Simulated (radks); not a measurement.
Method: scalar-relativistic Kohn-Sham, PBE, spin-unpolarised, spherical densities, point nucleus; computed with the in-house radial solver radks. The occupation of the 5d shell is varied from La²⁺ ([Xe] 5d1) to La⁺ ([Xe] 5d2), with spherical fractional occupations. Wanted, and plotted below: the total energy less the straight line between the end points, and the eigenvalue of 5d (the dashed line is minus the energy to take the whole electron out).

The curve is convex (below the straight line), with the largest deviation among the points computed, −0.94 eV, at 0.5. The end points differ by 10.8 eV, the energy to take the electron out. The eigenvalue, which is the slope of the energy (Janak's theorem), moves from −14.7 eV at 0 to −7.17 eV at 1; for a straight line it would stay constant, and a parabola would sag by an eighth of this change, scaled to a whole electron, 0.94 eV. Convexity is the mark of the delocalisation error, which puts fractional charges too low; for p, d and f shells the spherical spreading of the fraction adds to it.

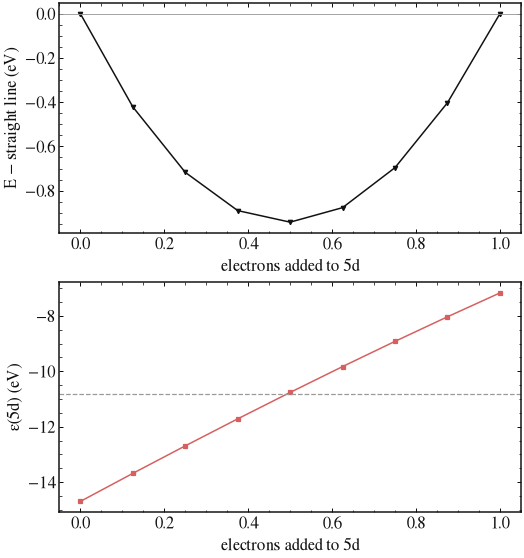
